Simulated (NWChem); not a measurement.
# PH3 (phosphine) at 3 levels

Wanted: a comparison of 3 runs (HF/aug-cc-pVTZ, MP2/aug-cc-pVTZ, CCSD/aug-cc-pVTZ) of PH3 (phosphine). 

The results are computed with NWChem 7.3.0.

### Step 1. The structure to begin with

PH3 has 4 atoms, charge 0, and is taken as a singlet. As SMILES, `P`. The P1–H4 distance was set to 2.130 Å, away from the relaxed value. At this shape a bond of the SMILES string is far longer than usual.

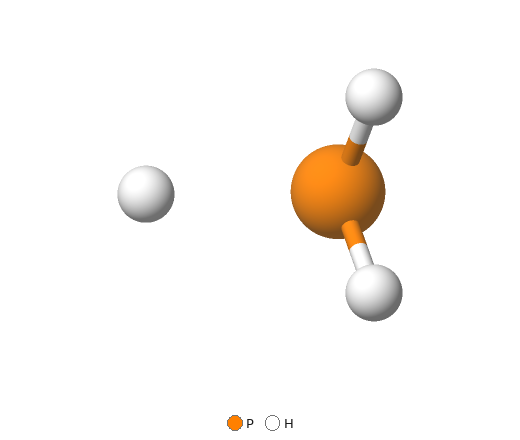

Viewed from a chosen angle; phosphorus orange, hydrogen white.

### Step 2. A single-point energy at HF/aug-cc-pVTZ (run 1)

File run.py:

```python
from ase import Atoms
from ase.calculators.nwchem import NWChem

atoms = Atoms(['P', 'H', 'H', 'H'], positions=[
    [0.504648, -1.001493, -0.180752],
    [0.789548, -0.708993, 1.179048],
    [-0.846852, -1.337993, 0.094848],
    [0.028700, 1.023500, -0.636900],
])

calc = NWChem(
    label='input',
    theory='scf',
    memory='2200 mb',
    basis='aug-cc-pVTZ',
    basispar='spherical bse',
    scf={'nopen': '0', 'rhf': None, 'thresh': '1e-08', 'maxiter': '80'},
    task='energy',
)
atoms.calc = calc

print("Total energy (eV):", round(atoms.get_potential_energy(), 6))
print("dipole (e A):", atoms.get_dipole_moment().round(4))
```

Launch:

```
$ export ASE_NWCHEM_COMMAND="nwchem PREFIX.nwi > PREFIX.nwo"
$ python run.py
```

Output:

```text
Total energy (eV): -9317.251584
dipole (e A): [-0.0391 -0.1759  0.161 ]
```

The calculator wrote input.nwi:

```
title "input"

permanent_dir input

scratch_dir input

start input

geometry units angstrom nocenter noautosym noautoz
  P  5.0464799999999999e-01 -1.0014930000000000e+00 -1.8075200000000000e-01
  H  7.8954800000000003e-01 -7.0899299999999998e-01 1.1790480000000001e+00
  H  -8.4685200000000005e-01 -1.3379930000000000e+00 9.4848000000000002e-02
  H  2.8700000000000000e-02 1.0235000000000001e+00 -6.3690000000000002e-01
end

memory 2200 mb

basis spherical bse noprint
   * library aug-cc-pVTZ
end

scf
  nopen 0
  rhf
  thresh 1e-08
  maxiter 80
end

task scf energy
```

input.nwo:

```text
Northwest Computational Chemistry Package (NWChem) 7.3.0
             --------------------------------------------------------

           Job information
           ---------------

    nwchem branch   = 7.3.0
    use scalapack   = T
    input           = input.nwi
    prefix          = input.
    data base       = input/input.db
    status          = startup
    nproc           =        1

           Memory information
           ------------------

    heap     =     72089600 doubles =      550.0 Mbytes
    stack    =     72089597 doubles =      550.0 Mbytes
    global   =    144179200 doubles =     1100.0 Mbytes (distinct from heap & stack)
    total    =    288358397 doubles =     2200.0 Mbytes
    verify   = yes
    hardfail = no

[... 116 lines left out ...]
 Convergence threshold     :          1.000E-08
[... 11 lines left out ...]
       Final RHF  results
[... 3 lines left out ...]
      One-electron energy =   -503.973377876738
[... 1 line left out ...]
 Nuclear repulsion energy =     15.569138434047
[... 27 lines left out ...]
                       ROHF Final Molecular Orbital Analysis
[... 249 lines left out ...]
    Atom       Charge   Shell Charges
 -----------   ------   -------------------------------------------------------
    1 P   15    15.11   2.00  1.91  0.16  1.08  0.58 -0.02  5.75  0.53  1.79  1.09  0.03  0.06  0.12  0.03  0.01  0.00
    2 H    1     0.91   0.24  0.51  0.15  0.00  0.01  0.02 -0.02  0.00  0.00
    3 H    1     0.91   0.24  0.51  0.15  0.00  0.01  0.02 -0.02  0.00  0.00
    4 H    1     1.07   0.16  0.45  0.42  0.02  0.00  0.01  0.01  0.00  0.00

       Multipole analysis of the density wrt the origin
       ------------------------------------------------

     L   x y z        total         open         nuclear
     -   - - -        -----         ----         -------
     0   0 0 0     -0.000000      0.000000     18.000000

     1   1 0 0     -0.073835      0.000000     14.250643
[... 8 lines of this table left out ...]
     2   0 0 2    -12.328242      0.000000      8.195097

 Task  times  cpu:       36.3s     wall:       36.3s
 Total times  cpu:       36.4s     wall:       36.4s
```

It took 38 s on 1 thread of AMD EPYC 7R43 (Zen 3), shared host; peak memory 0.1 GiB.

### Step 3. The energy at MP2/aug-cc-pVTZ (run 2)

File h3p.nw:

```
echo
start h3p
memory stack 880 mb heap 220 mb global 1100 mb
charge 0
geometry noautosym nocenter noautoz
  P     0.504648   -1.001493   -0.180752
  H     0.789548   -0.708993    1.179048
  H    -0.846852   -1.337993    0.094848
  H     0.028700    1.023500   -0.636900
end
basis spherical bse
  * library aug-cc-pVTZ
end
scf
  singlet
  rhf
  thresh 1e-08
  maxiter 80
end
mp2
  freeze core 5
  tight
end
task mp2 energy
```

Launch:

```
$ nwchem h3p.nw > h3p.out
```

Output:

```text
[...]
  functions       =   119
[...]
  wavefunction    = RHF
[...]
         Total SCF energy =   -342.402683023166
      One-electron energy =   -503.973377876799
      Two-electron energy =    146.001556419586
 Nuclear repulsion energy =     15.569138434047
        Time for solution =     35.3s
[...]
          Total MP2 energy          -342.581947452308
[...]
```

Wall time 44 s (1 thread of AMD EPYC 7R43 (Zen 3), shared host); peak memory 0.22 GiB.

### Step 4. A single-point energy at CCSD/aug-cc-pVTZ (run 3)

File test.nw:

```
start test
title "H3P"
memory 2200 mb

geometry noautosym nocenter noautoz
P        0.504648      -1.001493      -0.180752
H        0.789548      -0.708993       1.179048
H       -0.846852      -1.337993       0.094848
H        0.028700       1.023500      -0.636900
end

basis spherical bse
* library aug-cc-pVTZ
end

scf
thresh 1e-08
maxiter 80
end

ccsd
freeze core 5
maxiter 60
end

task ccsd energy
```

Launch:

```
$ nwchem test.nw > test.out
```

Output:

```text
[...]
  functions       =   119
[...]
  wavefunction    = RHF
[...]
         Total SCF energy =   -342.402683023166
      One-electron energy =   -503.973377876799
      Two-electron energy =    146.001556419586
 Nuclear repulsion energy =     15.569138434047
        Time for solution =     34.2s
[...]
 Total MP2 energy:           -342.581947452307986
[...]
             energy      energy      error      ampl     ampl      Block
                                                time     time      time
[...]
 Total CCSD energy:           -342.616631701418896
[...]
```

Wall time 4.3 min (1 thread of AMD EPYC 7R43 (Zen 3), shared host); peak memory 0.13 GiB.

### Step 5. All runs side by side

| run | level | module | frozen core orbitals | energy (Eh) | HOMO energy (eV) | LUMO energy (eV) | HOMO–LUMO gap (eV) | wall time |
| --- | --- | --- | --- | --- | --- | --- | --- | --- |
| 1 | HF/aug-cc-pVTZ | scf | – | -342.402683 | -10.23 | 0.43 | 10.66 | 38 s |
| 2 | MP2/aug-cc-pVTZ | mp2 | 5 | -342.581947 | -10.23 | 0.43 | 10.66 | 44 s |
| 3 | CCSD/aug-cc-pVTZ | ccsd | 5 | -342.616632 | -10.23 | 0.43 | 10.66 | 4.3 min |

### Step 6. Results

```
                                          quantity          value
                               run 3: total energy  -342.61663 Eh
        run 3: HOMO energy (Hartree–Fock orbitals)      -10.23 eV
        run 3: LUMO energy (Hartree–Fock orbitals)        0.43 eV
      run 3: HOMO–LUMO gap (Hartree–Fock orbitals)       10.66 eV
run 3: correlation energy (5 core orbitals frozen)     -213.9 mEh
```

Below the HF energy at the same shape and in the same basis (aug-cc-pVTZ): MP2 -179.3 mEh; CCSD -213.9 mEh. All runs together took 5.7 min, the longest 4.3 min.
